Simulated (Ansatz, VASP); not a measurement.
# CuI (Marshite) in two plane-wave programs, part 2 of 2

Aim: how closely do two programs agree when they are given the same cell, functional and k mesh? The cell is taken from a series of VASP runs on this material, whose earlier steps may have relaxed, scaled or displaced it; both programs get it as it stands. Valence electrons are named where the data sets of a main pair hold unlike numbers.

VASP 6.6.1 and Ansatz 0.2.0.

So far: The structure; VASP: band structure, HSE06.

## (3) Ansatz: band structure, HSE06

Level of this step: Ansatz beside VASP: Kohn-Sham DFT, plane waves, HSE06 (Ansatz).

Ansatz runs on its default PAW (the set named soft_2) files.

The same cell, functional, mesh and smearing now go to Ansatz, which takes its cutoff from its data sets.

input.yaml reads:

```yaml
crystal:
  lattice:
    - [0.0, 3.0315, 3.0315]
    - [3.0315, 0.0, 3.0315]
    - [3.0315, 3.0315, 0.0]
  atoms:
    - { symbol: I, position: [0.0, 0.0, 0.0] }
    - { symbol: Cu, position: [0.75, 0.75, 0.75] }
hamiltonian:
  xc: { exchange: pbe, correlation: pbe, exx: { coeff: 0.25, omega: 0.2 } }
  pseudopotentials: { kind: paw }
kpoints:
  mp_grid: { grid: [4, 4, 4] }
  band_path:
    path:
      - [0.0, 0.0, 0.0]
      - [0.5, 0.0, 0.5]
      - [0.5, 0.22222, 0.72222]
      - [0.40278, 0.34722, 0.75]
      - [0.125, 0.125, 0.25]
      - [0.27778, 0.27778, 0.27778]
      - [0.55556, 0.38889, 0.55556]
      - [0.58333, 0.25, 0.66667]
      - [0.5, 0.30556, 0.69444]
      - [0.48611, 0.48611, 0.52778]
      - [0.625, 0.25, 0.625]
      - [0.5, 0.0, 0.5]
    npoints: 1
scf:
  occupations: { method: gaussian, width: 0.03 }
  n_extra_bands: 7
output:
  forces: true
  stress: true
  eigenvalues: true
  write_density: true
  write_potential: true
  elf: true
  volumetric_format: npy
```

Command:

```sh
ansatz run input.yaml --threads 4 --pin off --max-ram 9216MiB --backend cpu --events-out ev --progress --plain --runs-dir out
```

Numbers of over 12 decimals in the logs are rounded to 6 here.

Log:

```text
Warning: output.stress: scf.convergence.dr2_threshold = 1e-7 eV (the SCF's general default) is looser than the 2e-10 eV advised for a printed stress (1e-10 eV for each atom of the cell: 2). What an SCF threshold leaves in a stress goes as its square root, and in the free energy as the threshold itself, and one threshold admits the most on a small cell: [figures from the program's tests cut] Set scf.convergence.dr2_threshold to 2e-10 eV or tighter. The threshold is an SCF's pass mark: one that does not reach it within its budget of iterations ends unconverged, or closes short of it on a stop that the run arms, and scf.convergence.dr2_threshold's page says what that costs each kind of run
Warning: output.stress: scf.exx.energy_threshold = 1e-6 eV is looser than the 2e-8 eV advised for a stress under a hybrid functional (1e-8 eV for each atom of the cell: 2). Every SCF of the exchange loop can meet its threshold on dr2 while the loop round them stops early: no threshold on dr2 bounds what that leaves in the stress. Set scf.exx.energy_threshold to 2e-8 eV or tighter. The threshold is the loop's pass mark: a loop that does not reach it within its budget of cycles ends unconverged, and scf.exx.energy_threshold's page has the law
scf.n_extra_bands = 7 over 18 filled bands (N_el = 36.0): the run solves 25 bands
Engine: ansatz 0.2.0, aarch64-unknown-linux-gnu
Pseudopotentials: kind: paw
Pseudopotential: I, paw, valence charge 17, recommended cutoff 420 eV (normal), I.paw.azcp
Pseudopotential: Cu, paw, valence charge 19, recommended cutoff 420 eV (normal), Cu.paw.azcp
Functional definition: unnamed
  parameter a_1 = 0.25
  parameter omega_1 = 0.2/angstrom
  exchange = pbe_x + (-a_1)*pbe_x_sr(omega_1) + a_1*exact_x_sr(omega_1)
  correlation = pbe_c
Crystal: 2 atoms, lattice volume = 55.719 Å³
Basis set: ecut = 420 eV, 1067 PW (Γ), exchange–correlation on 60×60×60 points (8 copies of the dense FFT grid, shifted against one another)
Bands: 25, of which v1, the nominal top of the filled ones, is band 18 counted from 1 (17 counted from 0)
Symmetry: 24 space group operations
Space group: F-43m (ITA 216), of the structure as read, at distance tolerance 3.8e-5 Å
k-points: 8 of 64 (time reversal used)
Non-local potential: I, projectors of the file, l = 0: 2, l = 1: 2, l = 2: 2, l = 3: 2
Non-local potential: Cu, projectors of the file, l = 0: 3, l = 1: 2, l = 2: 3, l = 3: 1
PAW form: soft (Blöchl's): semilocal exchange-correlation on the pseudo side does not see the compensation charge
PAW frozen core: I, regenerated for the run's functional, and the local potential with it (the file was generated under x = pbe(κ = 0.804, μ = 0.219515), c = pbe(β = 0.066725))
PAW frozen core: Cu, regenerated for the run's functional, and the local potential with it (the file was generated under x = pbe(κ = 0.804, μ = 0.219515), c = pbe(β = 0.066725))
PAW one-centre angular grid: I, 590 points (default); XC on 96 Gauss nodes
PAW one-centre angular grid: Cu, 590 points (default); XC on 64 Gauss nodes
Initial density: superposition of atomic densities (neutral atoms: chi_scale 0, normalization atom), corrected by the library's trained network
Initial wavefunctions: pseudopotential atomic-orbital guess
Functional: x = pbe(κ = 0.804, μ = 0.219515), c = pbe(β = 0.066725), warm-up for x = pbe(κ = 0.804, μ = 0.219515) + 0.25 (exact − pbe) at short range (hse, ω = 0.2 Å⁻¹), c = pbe(β = 0.066725)
SCF iter   1: F=—  HF=-14138.332096 eV  |F-HF|=—  |Δ(HF+E_count)|=         —  Δρ=7.34e-4  dr2=1.81e-4  ethr=1.77e-3  ⟨swp⟩=12.0  Hψ=988  notcnv=0
preconditioner: auto → none  [insulator: Δε(μ)=1.128 eV  Ē_g=11.145 eV  σ=0.030 eV  W_gap=1.00  n_scr=14 (ndim 8)  ℏωp=21.1 eV  f_vac=0.179  D(μ)=0.00/eV (n_scr^D=0)]
SCF iter   2: F=-14138.332298 eV  HF=-14138.332407 eV  |F-HF|=1.10e-4  |Δ(HF+E_count)|=   3.12e-4  Δρ=4.64e-4  dr2=8.35e-5  ethr=5.01e-7  ⟨swp⟩=4.5  Hψ=716  notcnv=0  defer=2
SCF 1 stopped early in 2 iterations: F = -14138.332298 eV  dr2 = 8.35e-5
  greatest PAW one-centre occupation: 1.000 electrons in one spin orbital (limit 2), on the Cu atom at site 1 (counted from 0), in its partial waves of l = 0
Initial density: handed on by an earlier stage of this run
Initial wavefunctions: those handed on with the density
Functional: x = pbe(κ = 0.804, μ = 0.219515) + 0.25 (exact − pbe) at short range (hse, ω = 0.2 Å⁻¹), c = pbe(β = 0.066725)
Exchange kernel: α = 0.2500, screened, ω = 0.2000 Å⁻¹, Wigner–Seitz truncation, v(0) = 1113.6238 eV·Å³, q-mesh 4×4×4, nearest image of the exchange supercell L = 17.15 Å, pair-density grid 18×18×18, without the augmentation charges, whose exchange is taken in its separable form by FFT convolution over the k-point mesh (sized by the pseudopotential files, 24×24×24 at the most), smooth part of the exact exchange by density-matrix convolution
Frozen-core exchange: fock
SCF iter   1: F=—  HF=-14142.497494 eV  |F-HF|=—  |Δ(HF+E_count)|=         —  Δρ=3.21e-2  dr2=3.88e-1  ethr=2.32e-6  ⟨swp⟩=6.0  Hψ=914  notcnv=0
preconditioner: auto → none  [insulator: Δε(μ)=2.881 eV  Ē_g=13.438 eV  σ=0.030 eV  W_gap=1.00  n_scr=14 (ndim 8)  ℏωp=21.1 eV  f_vac=0.179  D(μ)=0.00/eV (n_scr^D=0)]
SCF iter   2: F=—  HF=-14142.508523 eV  |F-HF|=—  |Δ(HF+E_count)|=   1.10e-2  Δρ=2.71e-2  dr2=2.89e-1  ethr=2.32e-6  ⟨swp⟩=5.5  Hψ=749  notcnv=0
SCF iter   3: F=—  HF=-14142.418604 eV  |F-HF|=—  |Δ(HF+E_count)|=   8.99e-2  Δρ=5.74e-3  dr2=1.39e-2  ethr=2.32e-6  ⟨swp⟩=5.1  Hψ=712  notcnv=0
SCF iter   4: F=—  HF=-14142.430977 eV  |F-HF|=—  |Δ(HF+E_count)|=   1.24e-2  Δρ=2.82e-3  dr2=3.10e-3  ethr=2.32e-6  ⟨swp⟩=4.1  Hψ=569  notcnv=0
iter 5 solved again at ethr=3.43e-8 eV; its pass at ethr=2.32e-6 eV (dr2=1.24e-5 eV) is discarded
SCF iter   5: F=—  HF=-14142.430414 eV  |F-HF|=—  |Δ(HF+E_count)|=   5.63e-4  Δρ=1.58e-4  dr2=3.89e-5  ethr=3.43e-8  ⟨swp⟩=3.2  Hψ=840  notcnv=0
SCF iter   6: F=—  HF=-14142.430634 eV  |F-HF|=—  |Δ(HF+E_count)|=   2.20e-4  Δρ=2.21e-4  dr2=3.07e-5  ethr=3.42e-8  ⟨swp⟩=4.1  Hψ=537  notcnv=0  defer=1
SCF iter   7: F=-14142.430624 eV  HF=-14142.430624 eV  |F-HF|=2.99e-7  |Δ(HF+E_count)|=   1.05e-5  Δρ=2.56e-5  dr2=1.14e-6  ethr=3.42e-8  ⟨swp⟩=4.0  Hψ=432  notcnv=0
SCF 2 stopped early in 7 iterations: F = -14142.430624 eV  dr2 = 1.14e-6
  greatest PAW one-centre occupation: 1.000 electrons in one spin orbital (limit 2), on the Cu atom at site 1 (counted from 0), in its partial waves of l = 1
hybrid outer 1: dexx = +1.528e-2 eV, tail = 9.14e-5 eV
Exchange kernel: α = 0.2500, screened, ω = 0.2000 Å⁻¹, Wigner–Seitz truncation, v(0) = 1113.6238 eV·Å³, q-mesh 4×4×4, nearest image of the exchange supercell L = 17.15 Å, pair-density grid 18×18×18, without the augmentation charges, whose exchange is taken in its separable form by FFT convolution over the k-point mesh (sized by the pseudopotential files, 24×24×24 at the most), smooth part of the exact exchange by density-matrix convolution
Frozen-core exchange: fock
SCF iter   1: F=—  HF=-14142.430453 eV  |F-HF|=—  |Δ(HF+E_count)|=         —  Δρ=1.22e-4  dr2=5.41e-6  ethr=1.27e-6  ⟨swp⟩=4.6  Hψ=460  notcnv=0
preconditioner: auto → none  [insulator: Δε(μ)=2.664 eV  Ē_g=13.066 eV  σ=0.030 eV  W_gap=1.00  n_scr=14 (ndim 8)  ℏωp=21.1 eV  f_vac=0.185  D(μ)=0.00/eV (n_scr^D=0)]
SCF iter   2: F=—  HF=-14142.430453 eV  |F-HF|=—  |Δ(HF+E_count)|=   6.14e-8  Δρ=2.07e-5  dr2=1.62e-7  ethr=1.11e-8  ⟨swp⟩=4.0  Hψ=510  notcnv=0
SCF iter   3: F=—  HF=-14142.430454 eV  |F-HF|=—  |Δ(HF+E_count)|=   3.70e-7  Δρ=7.62e-6  dr2=5.29e-8  ethr=2.89e-10  ⟨swp⟩=4.0  Hψ=528  notcnv=0  defer=1
SCF iter   4: F=-14142.430454 eV  HF=-14142.430454 eV  |F-HF|=4.73e-9  |Δ(HF+E_count)|=   1.76e-8  Δρ=2.20e-6  dr2=3.05e-9  ethr=1.23e-10  ⟨swp⟩=3.1  Hψ=391  notcnv=0  defer=1
SCF 3 converged in 4 iterations: F = -14142.430454 eV  dr2 = 3.05e-9
  Residual-converged pass: ⟨swp⟩=3.1  Hψ=452  notcnv=0  max |occ|·‖R‖ = 2.4e-6 eV (tolerance 2.4e-6 eV)  dr2=3.10e-9  dr2_onsite=4.33e-9  max |Δocc| = 0.0e0
hybrid outer 2: dexx = +5.042e-7 eV, tail = 6.80e-8 eV, Δε = 6.43e-3 eV (about 2.73e-4 eV left of the loop's levels)
NSCF: frozen V_eff on 12 k-points
hybrid SCF converged: 2 outer / 11 inner (+2 warm-up), last move |dexx| = 5.04e-7 eV, tail = 6.80e-8 eV
Stability not checked: this state was not tested for a lower state beside it, because the functional holds exact exchange (a hybrid, or Hartree-Fock), whose exchange loop this test does not read (fock_operator; see scf.lower_state_search)
Free energy (F): -14142.430454 eV
Frozen-core exchange: fock
Harris-Foulkes:  -14142.430454 eV  (|F-HF|=4.73e-9)
Internal energy: -14142.430454 eV  (E = F + TS)
E sigma→0 (E₀):  -14142.430454 eV
Fermi energy:    8.498464 eV
--- Per-component energies (eV) ---
  E_band       = -960.866491
  E_kinetic    = 490.127326
  E_local      = -7649.733625  (includes V_loc(G=0)·N_el)
  E_nonlocal   = 324.549713
  E_hartree    = 3567.758666
  E_xc         = -172.602493
  E_vxc        = -191.794284  (∫ρ·V_xc dr)
  E_exx        = -160.398008  (= α·E_x^exact, valence–valence)
  E_paw        = -6387.418153  (= ΣΔE_a)
  E_vpaw       = -748.742750  (= ΣTr[D̂ρ^β])
  E_aug_tail   = 0.000302  (compensation charges beyond the density's cutoff)
  E_ewald      = -4154.131452
  E_core_change = -0.582723  (= ΣΔE_core)
  E_smearing   = -0.000000  (= −TS)
  E_closure    = -0.000007  (closes the sum)
  Σ components = -14142.430454   (vs F -14142.430454, Δ=1.82e-12)
--- Forces (eV/Å), atoms counted from 1 ---
  atom   1  I     -0.00000000     0.00000000     0.00000000
  atom   2  Cu     0.00000000     0.00000000    -0.00000000
  max |Σ_I F_I| component: 4.39e-17 eV/Å
--- Stress (GPa, compression-positive) ---
        0.797585       0.000000       0.000000
        0.000000       0.797585       0.000000
        0.000000       0.000000       0.797585
  P = ⅓ Tr σ = 0.7976 GPa (7.976 kbar)
--- Band table (eV; the first three rows and the last of 8) ---
  k-point 0: bands = [... 14 lower, 4.6705, 7.1661, 7.1661, 7.1661, 9.8304, 13.5300, 13.5300, 13.5300, ... 3 higher]
  k-point 1: bands = [... 14 lower, 4.6613, 5.5027, 6.7320, 6.7320, 10.9679, 14.1070, 14.1070, 14.1238, ... 3 higher]
  k-point 2: bands = [... 14 lower, 4.6937, 4.7464, 6.3321, 6.3321, 10.8164, 14.0339, 14.0339, 16.0023, ... 3 higher]
  k-point 7: bands = [... 14 lower, 4.7730, 4.7827, 4.9131, 5.4709, 13.0959, 13.3581, 14.7452, 14.9300, ... 3 higher]
```

Elapsed: 23 s, on 4 threads of Arm Neoverse V1, shared host; peak memory 0.8 GiB.

## (4) Differences

Known differences besides the potentials themselves: exact exchange at q = 0 is treated differently, which shows on coarse meshes; VASP keeps PBE cores, Ansatz makes them for the functional; the data sets hold 36 valence electrons in Ansatz (on its default PAW (the set named soft_2) files) and 18 in VASP; the cutoff is 420 eV in Ansatz and 350 eV in VASP; VASP takes a coarser grid for exact exchange (PRECFOCK = Fast). Total energies have different zeros and are not compared.

The two programs side by side:

```
                     quantity  Ansatz   VASP  difference
gap over the path points (eV)   2.664  2.606      +0.058
```

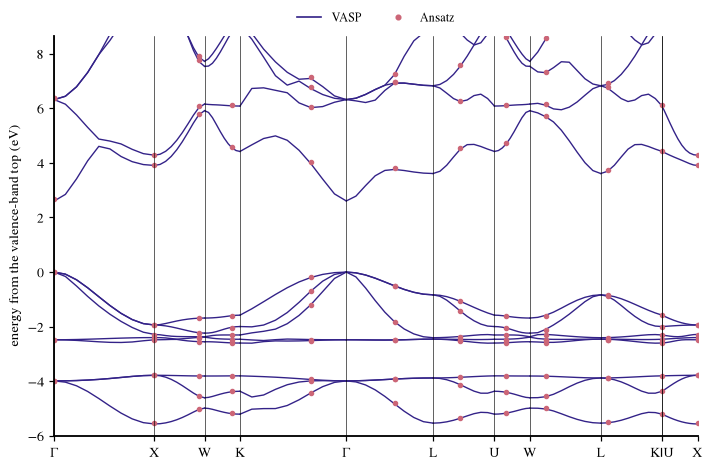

Bands from VASP (lines) and levels from Ansatz (dots). Dots without a line are higher empty bands that the VASP plot leaves out.

Levels at points of the path, from each program's valence-band top (eV; 4 filled, then empty):

```
k (reciprocal lattice)                                   Ansatz                                     VASP
     0.000 0.000 0.000      -2.50 0.00 0.00 0.00 2.66 6.36 6.36      -2.48 0.00 0.00 0.00 2.61 6.32 6.32
     0.500 0.000 0.500  -2.42 -2.30 -1.95 -1.95 3.92 4.30 10.89  -2.40 -2.28 -1.94 -1.94 3.91 4.28 10.89
     0.500 0.222 0.722   -2.40 -2.38 -2.24 -1.70 5.79 6.07 7.75   -2.39 -2.37 -2.22 -1.69 5.77 6.03 7.71
     0.403 0.347 0.750   -2.48 -2.32 -2.03 -1.60 4.57 6.12 8.86   -2.46 -2.30 -2.02 -1.60 4.55 6.09 8.81
     0.125 0.125 0.250   -2.49 -1.20 -0.70 -0.20 4.02 6.06 6.77   -2.47 -1.19 -0.70 -0.20 3.97 6.03 6.72
     0.278 0.278 0.278   -2.50 -1.83 -0.51 -0.51 3.80 6.97 6.97   -2.49 -1.82 -0.50 -0.50 3.76 6.92 6.92
     0.556 0.389 0.556   -2.48 -2.37 -1.44 -1.07 4.54 6.28 7.59   -2.47 -2.36 -1.43 -1.07 4.50 6.25 7.55
     0.583 0.250 0.667   -2.47 -2.32 -2.06 -1.62 4.72 6.13 8.62   -2.46 -2.30 -2.05 -1.61 4.70 6.10 8.58
     0.500 0.306 0.694   -2.47 -2.30 -2.11 -1.59 5.72 6.14 7.35   -2.46 -2.28 -2.10 -1.58 5.69 6.11 7.30
     0.486 0.486 0.528   -2.47 -2.42 -0.89 -0.85 3.73 6.78 6.92   -2.46 -2.40 -0.89 -0.85 3.69 6.74 6.87
```

Among the levels compared at these points, filled levels agree within 16 meV and empty ones within 58 meV.

## (5) Summary of results

| Property | Result |
| --- | --- |
| largest difference of a filled level at the path points (band structure, HSE06) | 16 meV |
| difference in gap over the path points (band structure, HSE06) | 0.058 eV |

In words: The difference in gap over the path points is 0.058 eV (band structure, HSE06), within the 0.08 eV picked in this series as the mark of a large difference. The data sets hold unlike numbers of valence electrons (36 in Ansatz and 18 in VASP), so part of the differences comes from the potentials. Such differences can come from data sets, numerical settings and the points named under the comparisons, not from the functional's error against experiment.

[Lines on the potential files, build, host, timing and source positions are cut from VASP's logs without a mark.]

[Logs are printed without paths, hosts, clocks, repeated set-up lines and the standing remarks that a program may print on its own settings, such as how far it seeks lower states.]

[Hosts, paths, dates, database ids (printed as entryN), source tags and the programs' standing remarks are cut or masked in the printed files.]
